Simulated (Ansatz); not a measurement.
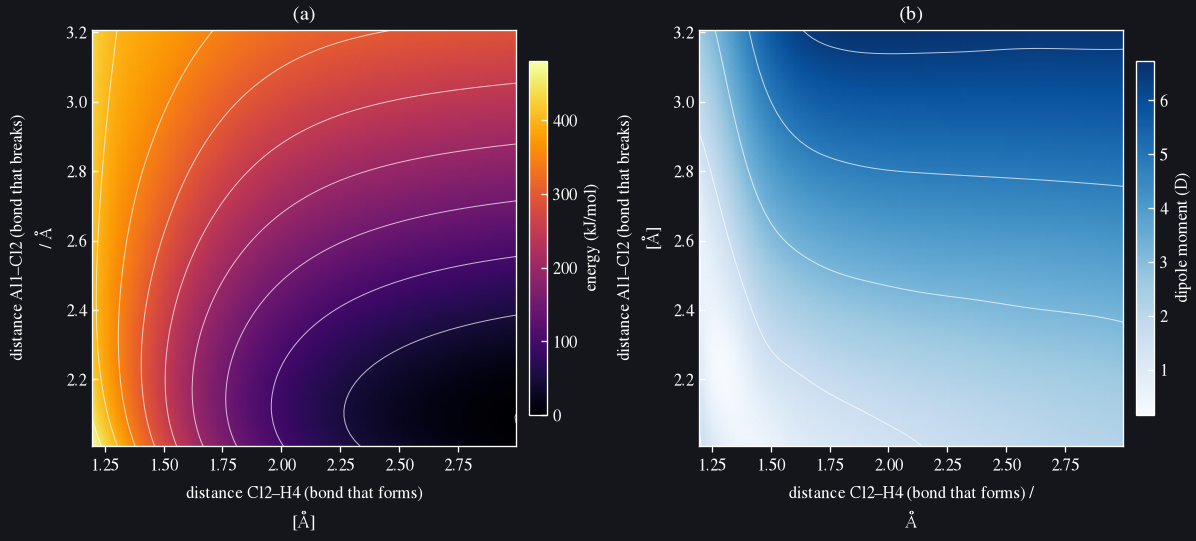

The reacting system AlCl2H2N (fragments AlCl₂H₂N where the first distance is long, AlClHN + ClH where the second is long). Coordinates scanned: (1) distance Cl2–H4 (bond that forms); (2) distance Al1–Cl2 (bond that breaks). Relaxed at each point: all other coordinates. The grid has 11 × 11 points. Points are written as (first, second). Energies: kJ/mol, counted from the lowest grid point. The reference is spin-restricted, so regions where a bond is pulled apart into radicals lie too high. Theory: RKS PBE0-D4/def2-SVP (Ansatz 0.2.0).

Panel (a) is the energy; panel (b) is the computed dipole moment, in D.

The picture shows a smooth colour map with a few white contour lines. Between grid points the surface is interpolated.

Q: How does the dipole moment vary over the map, and what is it at the lowest grid point?

A: Leaving out the highest fifth of the energies, it runs from 0.2 D at (1.298 Å, 2.273 Å) to 6.7 D at (1.954 Å, 3.207 Å). At the lowest grid point, (2.997 Å, 2.074 Å), it is 2.3 D. That point lies on the edge of the scan.
